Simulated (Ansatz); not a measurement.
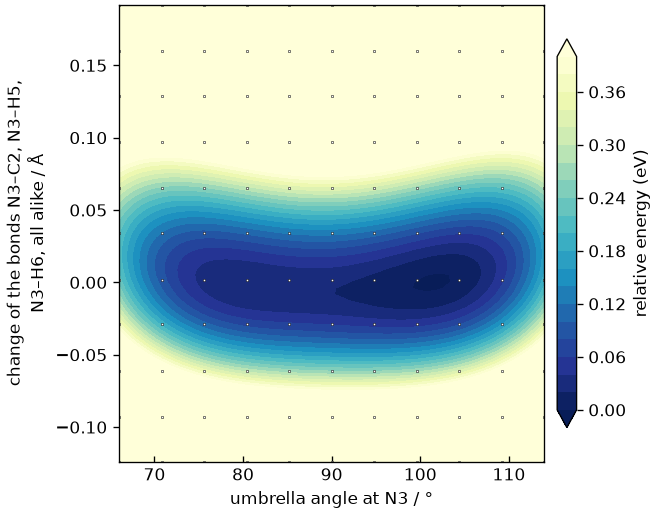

CH3N2, SMILES [N]=CN, spin multiplicity 2. First axis: umbrella angle at N3 (between each of its bonds and their common axis; 90 is planar). Second axis: change of the bonds N3–C2, N3–H5, N3–H6, all alike. Nothing is relaxed (all other coordinates rigid). Grid: 11 × 11 points. Points are written as (first, second). Energies: eV, counted from the lowest grid point. The calculation used UKS CAM-B3LYP-D4/def2-TZVP (Ansatz).

The picture shows filled contours, dots at the grid points, one colour for all values above the top of the scale. Between grid points the surface is interpolated.

### Where is the minimum, and how stiff is the well along each coordinate?

The interpolated minimum is at the first coordinate ≈ 101.5°, the second coordinate ≈ 0.000 Å. The curvatures there are about 4 eV/rad² and 136 eV/Å², with a cross term of about −8.4 eV/(rad·Å). Round the minimum the valley is somewhat tilted: raising the first coordinate shifts the best value of the second coordinate upwards (coupling k₁₂/√(k₁₁k₂₂) about −0.4).
